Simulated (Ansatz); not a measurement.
## CdTe under a change: 2 layers

Consider CdTe in the zinc blende structure (space group F-43m, No. 216; a = 6.558 Å). Axes: x, y, z lie along the cube axes.

It is then changed as follows: a free-standing slab of 2 layers (4 atoms, 2 a layer) is cut normal to [110], with 15 Å of vacuum and the in-plane cell held at bulk.

All numbers come from r2SCAN/PAW in Ansatz (a program for electronic structure), no spin-orbit coupling. Γ-centred 7×5×1 mesh, Fermi–Dirac width 0.05 eV, for the changed cell.

The layer's space group (with vacuum) amounts to Pmn2_1 (No. 31) and the shortest interatomic distance drops by 7.91 pm (284.0 pm → 276.0 pm). The band gap increases by 1.21 eV (1.17 eV → 2.38 eV) and the gap character amounts to direct at Γ. The valence-band top at Γ (three highest levels, from the VBM) goes from 0.00, 0.00, 0.00 eV to 0.00, -0.75, -0.99 eV and the excess energy per area of both faces (slab less bulk energy over the cell's area: twice a surface energy) is 0.46 J/m². The thickness between the outermost nuclei amounts to 2.81 Å.

Final structure:

```xyz
4
Lattice="4.6369 0.0000 0.0000 0.0000 6.5576 0.0000 0.0000 0.0000 17.3185" Properties=species:S:1:pos:R:3 pbc="T T T"
Te     3.4777     3.0341     7.2521
Cd     1.1592     1.8841     8.3091
Te     5.7962     6.3129    10.0664
Cd     3.4777     5.1629     9.0094
```

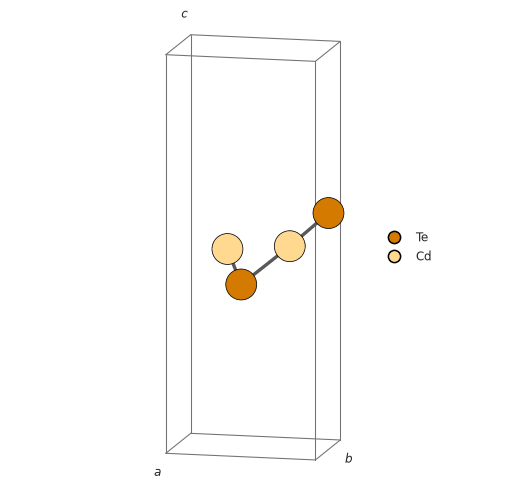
The relaxed cell after the change

Slab and bulk use different k-meshes, which limits the precision of the excess energy. With Te present, leaving out spin-orbit coupling can change the band edges. Stability against distortions was not tested. k-point labels follow each cell's own Brillouin zone.
